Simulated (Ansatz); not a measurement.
Input

```
crystal:
  periodic: [false, false, false]
  atoms:
    - {symbol: C, position_ang: [2.022143, -0.260775, -0.515337]}
    - {symbol: O, position_ang: [2.598488, 0.610025, 0.060280]}
    - {symbol: Se, position_ang: [0.967403, 0.002031, -2.099885]}
    - {symbol: H, position_ang: [2.026186, -1.334169, -0.202406]}
basis:
  gaussian:
    orbitals: def2-TZVPD
hamiltonian:
  xc: {name: PBE0}
magnetization:
  spin_polarized: true
  initial_magnetization: 1
output: {forces: true, orbitals: {seedname: orbitals}}
```

Launched as:

```sh
ansatz run input.yaml --threads 1 --pin off --max-ram 2610MiB --events-out events.jsonl --progress --plain --runs-dir runs
```

Geometry: PBE0-D3(BJ)/def2-SVP.

Method: Ansatz, isolated molecule in a Gaussian basis; Kohn-Sham density functional theory, functional PBE0.

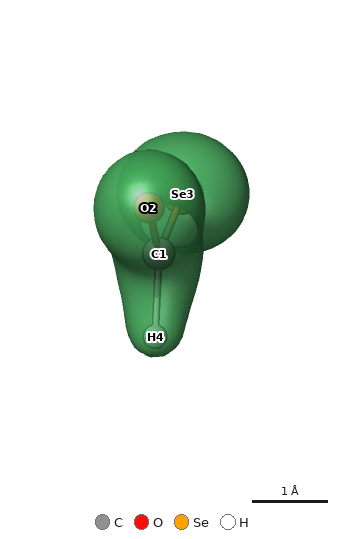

CHOSe (SMILES O=C[Se]) (doublet). Isosurface of the total electron density at 0.8 e/Å³ (green), seen at an oblique angle.

Which contacts does the surface bridge?

At this value the surface is in one piece. It bridges the sampled C–O (1.19 Å), C–Se (1.92 Å) and C–H (1.12 Å) contacts, where the density stays above the isovalue. On the grid the lowest density along these lines, outside the cores, is 3 e/Å³ (C–O, 1.19 Å), 1.1 e/Å³ (C–Se, 1.92 Å) and 1.8 e/Å³ (C–H, 1.12 Å).
